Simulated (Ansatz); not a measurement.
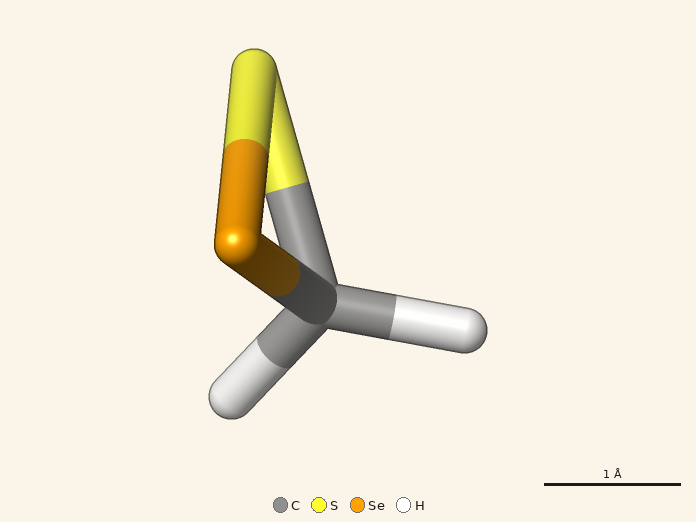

The picture shows a molecular structure as a stick model. Every bond is drawn as one stick, whatever its order.

Computed geometry: PBE0-D4/def2-TZVP optimisation. No frequency run is at hand to confirm it as a minimum.

What is the molecular formula?

Answer. CH₂SSe, 5 atoms: 1 carbon, 2 hydrogen, 1 sulfur and 1 selenium.

Count the bonded pairs by element.

Answer. 2 C–H, 1 C–S, 1 S–Se, 1 C–Se.

What is its SMILES?

Answer. C1S[Se]1

How many sets of symmetry-equivalent atoms are there?

Answer. 4: 1 C, 1 S, 1 Se, 2 H.

Give the symmetry (Schoenflies symbol).

Answer. Cs.

More results for the same structure follow; atom numbers are the same in all pictures, views and colours differ.

## Electronic properties

No frequency run is at hand to confirm it as a minimum. Properties computed with RKS PBE0-D4/def2-TZVPP (Ansatz 0.2.0).

What is the HOMO–LUMO gap?

Answer. 4.14 eV.

Estimate the HOMO energy (Kohn–Sham orbital).

Answer. −6.13 eV.

## Charges

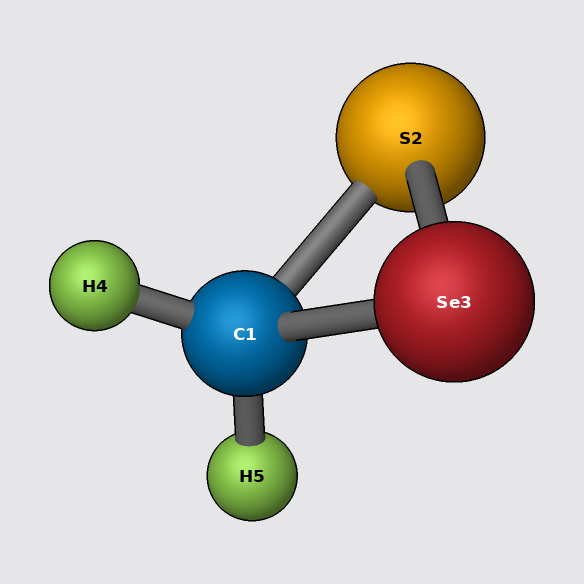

The questions are on Mulliken charges. No frequency run is at hand to confirm it as a minimum. Level of theory: RKS PBE0-D4/def2-TZVP (Ansatz 0.2.0).

Which atom carries the highest charge (most positive or least negative)?

Answer. H4, H5 (0.16 e).

And the lowest?

Answer. C1 (−0.26 e).

Give the Mulliken charges atom by atom.

| atom | value (e) |
| --- | --- |
| C1 | −0.26 |
| S2 | −0.10 |
| Se3 | 0.03 |
| H4 | 0.16 |
| H5 | 0.16 |

## Dipole moment

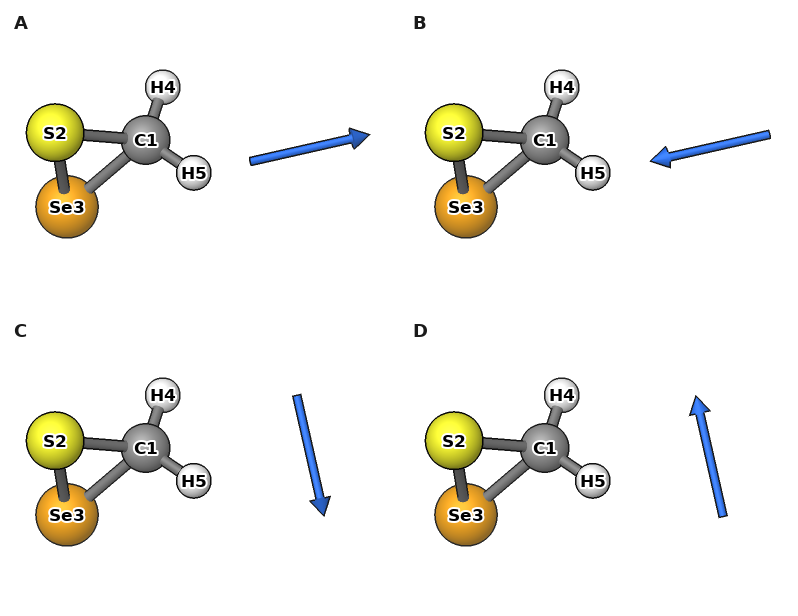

The same molecule four times, each with an arrow. No frequency run is at hand to confirm it as a minimum. Method: RKS PBE0-D4/def2-TZVP (Ansatz 0.2.0).

Which arrow points along the dipole moment, from the negative to the positive end?

Answer. A. The dipole moment is 1.55 D; it points from the side of S2 to the side of H4, H5 (the outermost atoms at the two ends).

Mulliken values depend strongly on the basis set and can even reverse the polarity of a bond.
